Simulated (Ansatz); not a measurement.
C2HO (charge −1): single-point calculation

System: C2HO, charge −1, SMILES C#C[O-].
Method: RKS wB97M-V/def2-TZVPPD (Ansatz 0.2.0).

The geometry: a frame of the PBE0-D4/def2-SVPD trajectory. Figures and captions count atoms from 1; the log counts them from 0 in places.

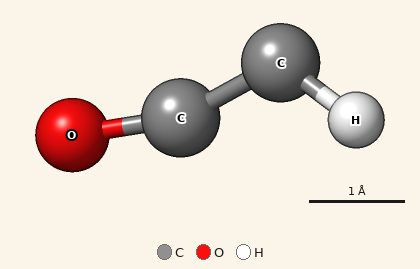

Figure 1. The structure (ball-and-stick view, seen at a tilt). Bond lengths as drawn: C–C 1.33 Å, C–H 1.15 Å and C–O 1.23 Å.

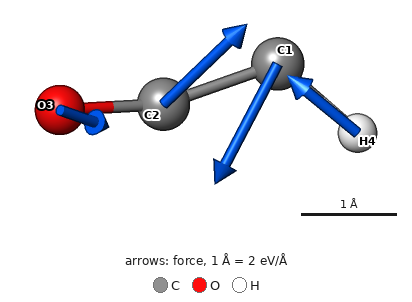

Figure 2. Forces on the atoms as blue arrows (ball-and-stick view, seen at a tilt; atoms are numbered from 1 in the order of the input). The largest act on C1 (2.88 eV/Å); C2 (2.59 eV/Å); H4 (1.97 eV/Å); O3 (1.61 eV/Å). The geometry is not a stationary point of this energy.

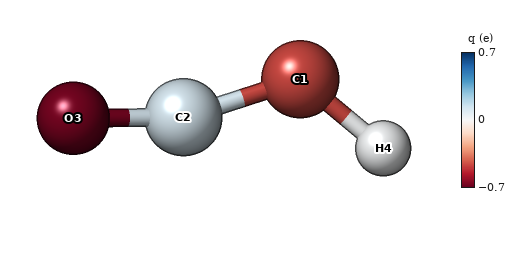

Figure 3. Mulliken charges, as the colour of each atom (ball-and-stick view, seen at a tilt; atoms are numbered from 1 in the order of the input). By element: C −0.46 to +0.11, O −0.67 and H +0.01 e.

The input and output of the run follow.

## The input
```yaml
crystal:
  periodic: [false, false, false]
  atoms:
    - {symbol: C, position_ang: [-0.546719, 0.500073, -0.128800]}
    - {symbol: C, position_ang: [0.296066, -0.473522, 0.190546]}
    - {symbol: O, position_ang: [1.133154, -1.133774, 0.803747]}
    - {symbol: H, position_ang: [-0.764970, 0.785678, -1.221793]}
basis:
  gaussian: {orbitals: "def2-TZVPPD.json"}
total_charge: -1
hamiltonian: {xc: {name: wB97M-V}}
output: {forces: true}
```

Command:
```bash
ansatz run in.yaml --threads 2 --pin off --events-out ev --progress --plain --max-ram 3481MiB
```

## Output
```
Functional definition: wB97M-V
  name "wB97M-V"
  cite "Mardirossian & Head-Gordon, J. Chem. Phys. 144, 214110 (2016) doi:10.1063/1.4952647"
  cite "Becke, J. Chem. Phys. 107, 8554 (1997) doi:10.1063/1.475007"
  cite "Vydrov & Van Voorhis, J. Chem. Phys. 133, 244103 (2010) doi:10.1063/1.3521275"
  # Of w^i u^j: cxij and so on, Table III.
  parameter omega = 0.3/bohr
  parameter cx = 0.15
  parameter cx01 = 1.007
  parameter cx10 = 0.259
  parameter css00 = 0.443
  parameter css04 = -1.437
  parameter css10 = -4.535
  parameter css20 = -3.390
  parameter css43 = 4.278
  parameter cos00 = 1.000
  parameter cos10 = 1.358
  parameter cos20 = 2.924
  parameter cos21 = -8.812
  parameter cos60 = -1.390
  parameter cos61 = 9.142
  parameter b = 6.0
  parameter c = 0.01
  gx(w, u) = 1 - cx + cx01*u + cx10*w
  gss(w, u) = css00 + css04*u^4 + css10*w + css20*w^2 + css43*w^4*u^3
  gos(w, u) = cos00 + cos10*w + (cos20 + cos21*u)*w^2 + (cos60 + cos61*u)*w^6
  exchange = spin_sum(e_x_unif_sr(omega)*gx(b97_w, b97_u_x)) + cx*exact_x_sr(omega) + exact_x_lr(omega)
  correlation = spin_sum(e_c_pw_mod_same_spin*gss(b97_w, b97_u_same))
      + integral(e_c_pw_mod_opposite_spin*gos(b97_w_opposite, b97_u_opposite)) + vv10(b, c)
591 factors; their error is unknown
172 factors; integrals over basis functions are off by at most 2.6e-5 eV
mean field evaluation 1: about -4133.3245 eV, gradient 3.5e1 eV
mean field evaluation 2: about -4130.0118 eV, gradient 5.3e1 eV
mean field evaluation 4: about -4136.3036 eV, gradient 3.2e0 eV
mean field evaluation 8: about -4136.3258 eV, gradient 8.2e-2 eV
mean field evaluation 16: about -4136.3305 eV, gradient 4.2e-4 eV
mean field -4136.33052174 eV, -152.0073429686 hartree, gradient 7.8e-5 eV, S^2 0.000000; 0 other end points of the search recorded, 0 dependent functions left out
the calculation of the forces begins
reference -4136.33057423 eV, -152.0073448974 hartree; 11, 11 occupied and 120, 120 virtual orbitals, 591 factors
Total energy: -4136.33057423 eV, -152.0073448974 hartree
Atom 0 at    -0.546719     0.500073    -0.128800 Å, force     1.357262    -2.049111    -1.499942 eV/Å
Atom 1 at     0.296066    -0.473522     0.190546 Å, force    -0.507960     2.428059     0.731138 eV/Å
Atom 2 at     1.133154    -1.133774     0.803747 Å, force    -1.174514     0.198808    -1.086002 eV/Å
Atom 3 at    -0.764970     0.785678    -1.221793 Å, force     0.325212    -0.577757     1.854806 eV/Å
Dipole moment:     0.261126    -0.239014    -0.157794 e Å
```

## Key numbers

| quantity | value |
| --- | --- |
| outcome | converged |
| total energy | −4136.3306 eV |
| SCF solution under orbital rotations | stable |
| largest force (length of the vector) | 2.879 eV/Å |
| hardware | 2 threads of AMD EPYC, 180 GiB of memory available, shared host |
| wall time | 12 s (CPU time 15 s) |
| peak memory | 0.22 GiB |
